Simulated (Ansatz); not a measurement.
```xyz
9

B    -2.1276    0.0933   -0.1040
Cl    0.6694    1.4430   -0.5693
F    -1.5075   -0.8696    0.5501
F    -2.3687   -0.0930   -1.3816
Si    1.7719   -0.1500    0.1441
H    -2.5044    1.0710    0.4603
H     3.2018    0.1786   -0.0534
H     1.4664   -0.3183    1.5812
H     1.3985   -1.3549   -0.6273
```

The product side of a reaction path; geometry: PBE0-D4/def2-TZVP.

All numbers below come from RKS PBE0-D4/def2-TZVPP in Ansatz.

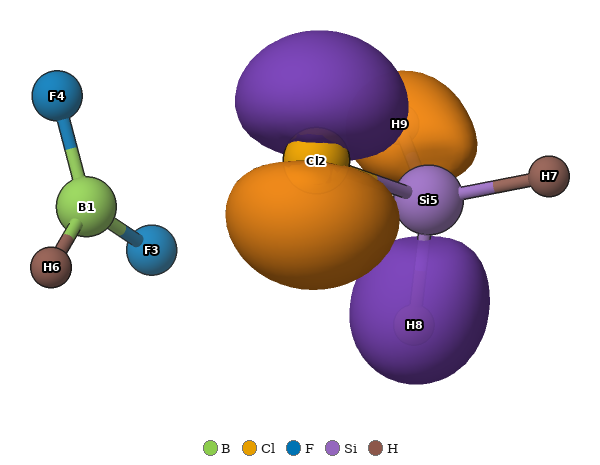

BF₂H···ClH₃Si. The HOMO at ±0.15 Å⁻³ᐟ² (orange and purple are the two phases), seen from one side.

Question: What is the character of this orbital?

Answer: By Hirshfeld shares it lies mainly on Cl2 (about 60 %), Si5 (about 15 %), H8 (about 10 %) and H9 (about 10 %). Its energy is −9.20 eV.
